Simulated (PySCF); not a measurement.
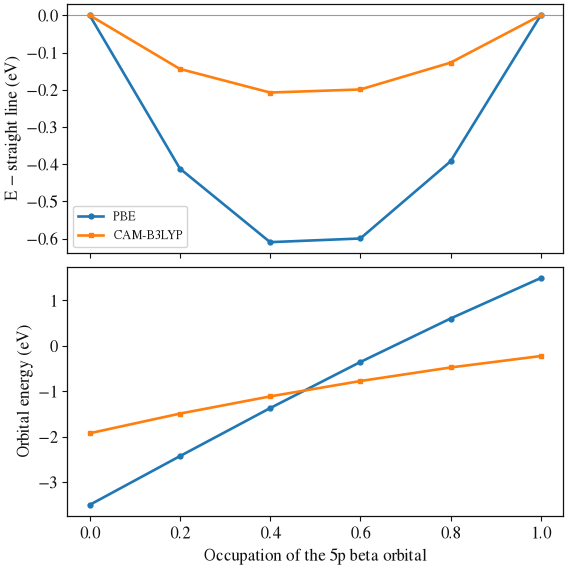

One 5p beta orbital of Sb⁻ ([Kr] 4d¹⁰ 5s² 5p⁴) is emptied in steps. The plot gives the energy less the straight line between the integer ends; the lower panel gives the orbital energy. PySCF, aug-cc-pVDZ-PP with a 28-electron core potential, unrestricted single determinants, no spin-orbit coupling.

**Describe the curvature of each method.**

PBE: convex (delocalisation error), largest departure −0.61 eV, removal energy 0.9093 eV, orbital energy from 1.49 eV when full to −3.50 eV when empty; CAM-B3LYP: convex (delocalisation error), largest departure −0.21 eV, removal energy 0.9827 eV, orbital energy from −0.225 eV when full to −1.93 eV when empty. The measured removal energy is 1.046 eV. The exact energy is a straight line between whole electron numbers.
